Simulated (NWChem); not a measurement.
# the pair ZnHSF···GeNH3: a chain of runs

Aim: a single-point energy (singlet ZnGeNH4SF, B97-D/6-31G*), then the energy (singlet ZnHSF, B97-D/6-31G*), then the energy (singlet GeNH3, B97-D/6-31G*), then the energy (singlet ZnHSF, B97-D/6-31G*), then the energy (singlet GeNH3, B97-D/6-31G*) of FGeH4NSZn and its partners. 

The results are computed with NWChem 7.3.0.

## Step 1: The molecule

ZnGeNH4SF: 9 atoms, total charge 0, spin state singlet. The two molecules were placed rigidly side by side, at 1 times their contact distance; the pair isn't optimised.

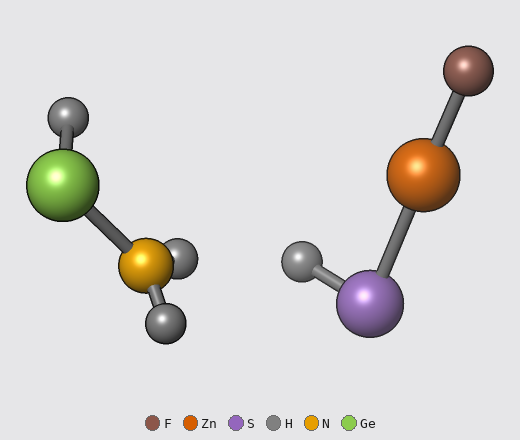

The structure, seen from a chosen angle (fluorine brown, zinc orange, sulfur purple, hydrogen grey, nitrogen amber, germanium green).

## Step 2: The energy at B97-D/6-31G(d) (spherical functions) (run 1)

The input, a.nw:

```
start a
title "FGeH4NSZn energy"
memory stack 880 mb heap 220 mb global 1100 mb
charge 0
geometry noautosym nocenter noautoz
  F       -0.412200       0.277100       2.371780
  Zn      -0.326900       0.161700       0.630280
  S       -0.253900       0.032800      -1.505920
  H        0.993000      -0.471600      -1.496130
  N        2.545140       2.578660      -1.603050
  Ge       3.968360       3.350120      -0.781130
  H        1.868910       3.121020      -2.116470
  H        2.332950       1.594120      -1.608120
  H        4.510270       1.944490      -0.237440
end
basis spherical bse
  F library 6-31G*
  Zn library 6-31G*
  S library 6-31G*
  H library 6-31G*
  N library 6-31G*
  Ge library 6-31G*
end
dft
  xc becke97-d
  grid fine
  convergence energy 1e-08
  iterations 100
  mulliken
  print low
end
task dft energy
```

Run with:

```
$ nwchem a.nw > a.out
```

What it wrote:

```text
[...]
 d= 0,ls=0.0,diis     1  -4412.6737158544 -4.98D+03  2.24D-02  1.11D+00     4.7
[...]
 d= 0,ls=0.0,diis    12  -4412.8182684947 -2.93D-09  2.92D-07  1.89D-09    39.3
         Total DFT energy =    -4412.818268494651
      One electron energy =    -7285.539627854193
           Coulomb energy =     2498.637149165171
    Exchange-Corr. energy =     -196.834478824875
 Nuclear repulsion energy =      570.924719867228
    Dispersion correction =       -0.006030847982
[...]
      Total Density - Mulliken Population Analysis
     ---------------------------------------------
    Atom       Charge   Shell Charges
 -----------   ------   -------------------------------------------------------
    1 F    9     9.46   2.00  0.93  3.29  1.04  2.19  0.01
    2 Zn  30    29.35   2.00  2.00  6.00  2.00  6.00  0.76  0.55  0.08  0.09  6.84  3.02  0.01
    3 S   16    16.30   2.00  2.00  5.97  1.37  3.09  0.51  1.32  0.04
    4 H    1     0.89   0.51  0.39
    5 N    7     7.72   2.00  0.79  2.49  0.82  1.60  0.02
    6 Ge  32    31.90   2.00  2.00  6.00  2.00  5.99  1.57  1.60  0.29  0.34  6.91  2.88  0.32
    7 H    1     0.66   0.51  0.15
    8 H    1     0.67   0.51  0.15
    9 H    1     1.05   0.49  0.56
[...]
```

It took 40 s on 1 thread of AMD EPYC 9R14 (Zen 4), shared host; peak memory 0.12 GiB.

## Step 3: ZnHSF: a single-point energy at B97-D/6-31G(d) (spherical functions) (run 2)

The input, mymol.nw:

```
start mymol
memory total 2200 mb
charge 0
geometry noautosym nocenter noautoz
  F    -0.412200    0.277100    2.371780
  Zn   -0.326900    0.161700    0.630280
  S    -0.253900    0.032800   -1.505920
  H     0.993000   -0.471600   -1.496130
end
basis spherical bse
  * library 6-31G*
end
dft
  xc becke97-d
  mult 1
  grid fine
  convergence energy 1e-08
  maxiter 100
  mulliken
  print low
end
task dft energy
```

Run with:

```
$ nwchem mymol.nw > mymol.out
```

What it wrote:

```text
[...]
 d= 0,ls=0.0,diis     1  -2278.4465714474 -2.51D+03  3.50D-02  7.78D-01     1.8
[...]
 d= 0,ls=0.0,diis    12  -2278.5512291925 -3.67D-10  1.78D-07  4.25D-10    13.2
         Total DFT energy =    -2278.551229192501
      One electron energy =    -3640.078306383896
           Coulomb energy =     1236.670911352081
    Exchange-Corr. energy =     -108.707118739953
 Nuclear repulsion energy =      233.564720698769
    Dispersion correction =       -0.001436119502
[...]
      Total Density - Mulliken Population Analysis
     ---------------------------------------------
    Atom       Charge   Shell Charges
 -----------   ------   -------------------------------------------------------
    1 F    9     9.46   2.00  0.93  3.29  1.04  2.19  0.01
    2 Zn  30    29.36   2.00  2.00  6.00  2.00  6.00  0.76  0.55  0.08  0.09  6.84  3.02  0.01
    3 S   16    16.30   2.00  2.00  5.97  1.37  3.08  0.50  1.32  0.04
    4 H    1     0.89   0.50  0.38
[...]
```

Run time: 14 s. Hardware: 1 thread of AMD EPYC 9R14 (Zen 4), shared host; peak memory 0.11 GiB.

## Step 4: GeNH3: the energy at B97-D/6-31G(d) (spherical functions) (run 3)

The input, mymol.nw:

```
start mymol
title "GeH3N"
memory total 2200 mb
charge 0

geometry units angstroms noautosym nocenter noautoz
  N        2.545140       2.578660      -1.603050
  Ge       3.968360       3.350120      -0.781130
  H        1.868910       3.121020      -2.116470
  H        2.332950       1.594120      -1.608120
  H        4.510270       1.944490      -0.237440
end

basis spherical bse
  * library 6-31G*
end

dft
  xc becke97-d
  grid fine
  convergence energy 1e-08
  maxiter 100
  mulliken
  print low
end

task dft energy
```

Run with:

```
$ nwchem mymol.nw > mymol.out
```

What it wrote:

```text
[...]
 d= 0,ls=0.0,diis     1  -2134.2242116315 -2.23D+03  2.29D-02  3.34D-01     1.0
[...]
 d= 0,ls=0.0,diis    11  -2134.2636228014 -1.18D-10  1.38D-07  7.69D-11     7.2
         Total DFT energy =    -2134.263622801422
      One electron energy =    -3168.968590536412
           Coulomb energy =     1023.999977806939
    Exchange-Corr. energy =      -88.127846688180
 Nuclear repulsion energy =       98.834818662396
    Dispersion correction =       -0.001982046165
[...]
      Total Density - Mulliken Population Analysis
     ---------------------------------------------
    Atom       Charge   Shell Charges
 -----------   ------   -------------------------------------------------------
    1 N    7     7.72   2.00  0.79  2.49  0.81  1.60  0.02
    2 Ge  32    31.91   2.00  2.00  6.00  2.00  5.99  1.57  1.60  0.29  0.35  6.91  2.88  0.32
    3 H    1     0.66   0.51  0.15
    4 H    1     0.66   0.51  0.15
    5 H    1     1.05   0.49  0.56
[...]
```

Run time: 8.1 s. Hardware: 1 thread of AMD EPYC 9R14 (Zen 4), shared host; peak memory 0.11 GiB.

## Step 5: ZnHSF among ghost functions: a single-point energy at B97-D/6-31G(d) (spherical functions, with ghost functions) (run 4)

The input, fhszn.nw:

```
start fhszn
title "FHSZn energy"
memory 2200 mb

geometry units angstroms noautosym nocenter noautoz
F     -0.412200     0.277100     2.371780
Zn    -0.326900     0.161700     0.630280
S     -0.253900     0.032800    -1.505920
H      0.993000    -0.471600    -1.496130
bqN      2.545140     2.578660    -1.603050
bqGe     3.968360     3.350120    -0.781130
bqH      1.868910     3.121020    -2.116470
bqH      2.332950     1.594120    -1.608120
bqH      4.510270     1.944490    -0.237440
end

basis spherical bse
F library 6-31G*
Zn library 6-31G*
S library 6-31G*
H library 6-31G*
bqN library N 6-31G*
bqGe library Ge 6-31G*
bqH library H 6-31G*
end

dft
xc becke97-d
grid fine
convergence energy 1e-08
iterations 100
mulliken
noprint "final vectors analysis"
end

task dft
```

Run with:

```
$ nwchem fhszn.nw > fhszn.out
```

What it wrote:

```text
[...]
          Wavefunction type:  closed shell.
          No. of atoms     :     9
          No. of electrons :    56
[...]
          Charge           :     0
          Spin multiplicity:     1
[...]
          AO basis - number of functions:   120
[...]
              XC Information
              --------------
                   Becke 97-D Method XC Functional
                  Becke 1997-D Exchange Functional  1.000
                Becke 1997-D Correlation Potential  1.000
[...]
 d= 0,ls=0.0,diis     1  -2278.4472461321 -2.51D+03  1.99D-02  7.79D-01     4.0
[...]
 d= 0,ls=0.0,diis    12  -2278.5519124658 -3.82D-10  1.02D-07  4.32D-10    36.8
         Total DFT energy =    -2278.551912465829
      One electron energy =    -3640.049178557996
           Coulomb energy =     1236.639285982293
    Exchange-Corr. energy =     -108.705304469394
 Nuclear repulsion energy =      233.564720698769
    Dispersion correction =       -0.001436119502
[...]
      Total Density - Mulliken Population Analysis
     ---------------------------------------------
    Atom       Charge   Shell Charges
 -----------   ------   -------------------------------------------------------
    1 F    9     9.46   2.00  0.93  3.29  1.04  2.19  0.01
    2 Zn  30    29.35   2.00  2.00  6.00  2.00  6.00  0.76  0.56  0.08  0.08  6.84  3.02  0.01
    3 S   16    16.29   2.00  2.00  5.97  1.37  3.08  0.51  1.32  0.04
    4 H    1     0.89   0.50  0.38
    5 X    0    -0.00   0.00  0.00  0.00 -0.00 -0.00  0.00
    6 X    0     0.00  -0.00 -0.00 -0.00 -0.00 -0.00 -0.00 -0.00  0.00  0.00 -0.00 -0.00  0.00
    7 X    0     0.00  -0.00  0.00
    8 X    0     0.01  -0.00  0.01
    9 X    0    -0.00   0.00 -0.00
[...]
```

It took 38 s on 1 thread of AMD EPYC 9R14 (Zen 4), shared host; peak memory 0.12 GiB.

## Step 6: GeNH3 among ghost functions: a single-point energy at B97-D/6-31G(d) (spherical functions, with ghost functions) (run 5)

The input, geh3n.nw:

```
start geh3n
title "GeH3N B97-D"
memory total 2200 mb

geometry units angstrom noautosym nocenter noautoz
 N        2.545140       2.578660      -1.603050
 Ge       3.968360       3.350120      -0.781130
 H        1.868910       3.121020      -2.116470
 H        2.332950       1.594120      -1.608120
 H        4.510270       1.944490      -0.237440
 bqF     -0.412200     0.277100     2.371780
 bqZn    -0.326900     0.161700     0.630280
 bqS     -0.253900     0.032800    -1.505920
 bqH      0.993000    -0.471600    -1.496130
end

basis spherical bse
 N library 6-31G*
 Ge library 6-31G*
 H library 6-31G*
 bqF library F 6-31G*
 bqZn library Zn 6-31G*
 bqS library S 6-31G*
 bqH library H 6-31G*
end

dft
 xc becke97-d
 grid fine
 convergence energy 1e-08
 iterations 100
 mulliken
 print low
end

task dft
```

Run with:

```
$ nwchem geh3n.nw > geh3n.out
```

What it wrote:

```text
[...]
 d= 0,ls=0.0,diis     1  -2134.2255037493 -2.23D+03  9.87D-03  3.33D-01     3.6
[...]
 d= 0,ls=0.0,diis    11  -2134.2647732411 -1.06D-10  5.97D-08  8.26D-11    31.6
         Total DFT energy =    -2134.264773241069
      One electron energy =    -3168.920853723134
           Coulomb energy =     1023.948601196631
    Exchange-Corr. energy =      -88.125357330796
 Nuclear repulsion energy =       98.834818662396
    Dispersion correction =       -0.001982046165
[...]
      Total Density - Mulliken Population Analysis
     ---------------------------------------------
    Atom       Charge   Shell Charges
 -----------   ------   -------------------------------------------------------
    1 N    7     7.73   2.00  0.79  2.49  0.82  1.60  0.02
    2 Ge  32    31.90   2.00  2.00  6.00  2.00  5.99  1.57  1.60  0.29  0.34  6.91  2.88  0.32
    3 H    1     0.66   0.51  0.15
    4 H    1     0.65   0.51  0.13
    5 H    1     1.05   0.49  0.56
    6 X    0    -0.00  -0.00 -0.00  0.00  0.00 -0.00 -0.00
    7 X    0     0.01  -0.00 -0.00 -0.00 -0.00 -0.00 -0.00 -0.00  0.01  0.01  0.00 -0.00 -0.00
    8 X    0     0.00  -0.00 -0.00  0.00 -0.00 -0.00  0.00  0.00  0.00
    9 X    0    -0.00  -0.00  0.00
[...]
```

It took 32 s on 1 thread of AMD EPYC 9R14 (Zen 4), shared host; peak memory 0.12 GiB.

## Step 7: What came out

```
                                                                                                                  quantity           value
                                                                                         run 1, B97-D/6-31G*: total energy  -4412.81827 Eh
                                                                                    run 1, B97-D/6-31G*: dispersion energy   -15.83 kJ/mol
                                                                                                       ZnHSF: total energy  -2278.55123 Eh
                                                                                                  ZnHSF: dispersion energy    -3.77 kJ/mol
                                                                                                       GeNH3: total energy  -2134.26362 Eh
                                                                                                  GeNH3: dispersion energy    -5.20 kJ/mol
                                                                                 ZnHSF among ghost functions: total energy  -2278.55191 Eh
                                                                                ZnHSF among ghost functions: dipole moment          1.16 D
                                                                            ZnHSF among ghost functions: dispersion energy    -3.77 kJ/mol
                                                                                 GeNH3 among ghost functions: total energy  -2134.26477 Eh
                                                                            GeNH3 among ghost functions: dispersion energy    -5.20 kJ/mol
              interaction energy of the rigid parts ZnHSF and GeNH3 (parts in their own basis; closest atoms 2.46 Å apart)       -0.093 eV
interaction energy of the rigid parts ZnHSF and GeNH3 (parts in the whole basis, counterpoise; closest atoms 2.46 Å apart)       -0.043 eV
```

**Reading.** The interaction energy of the rigid parts ZnHSF and GeNH3 (parts in their own basis; closest atoms 2.46 Å apart) is −0.09 eV (−9.0 kJ/mol): the parts attract. Without counterpoise this holds the superposition error of the basis. The interaction energy of the rigid parts ZnHSF and GeNH3 (parts in the whole basis, counterpoise; closest atoms 2.46 Å apart) is −0.04 eV (−1.0 kcal/mol): the parts attract. The basis-set superposition error is 4.8 kJ/mol. Mulliken charges (ZnHSF) run from -0.46 on F1 to +0.64 on Zn2.
